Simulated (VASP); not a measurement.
Band structure of Hf (relaxed from the simple-cubic structure, space group Pm-3m). Level of theory: r2SCAN meta-GGA, VASP's PBE PAW potentials (set 64) (plane waves; VASP 6.6.1).

Unless said otherwise, spin-orbit coupling is left out, though it shifts the bands of the heavy elements here.

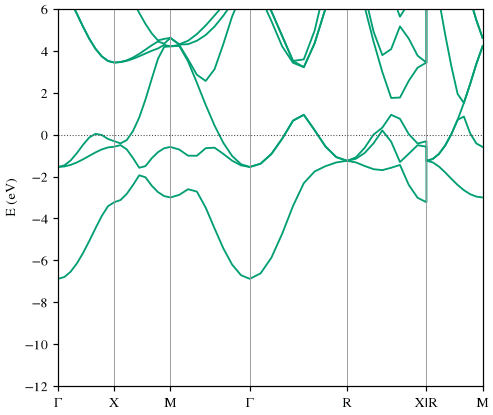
Fig. 1. Bands along high-symmetry lines, zero at the valence-band maximum or, without a gap, the Fermi level

**Question.** Read the plot: is there a gap, and where are the band edges?

**Answer.** It has no gap at this level: it comes out as a metal or semimetal.

The structure was generated: Hf was put into the simple-cubic type (Pm-3m), which need not be its known phase. It was relaxed first.
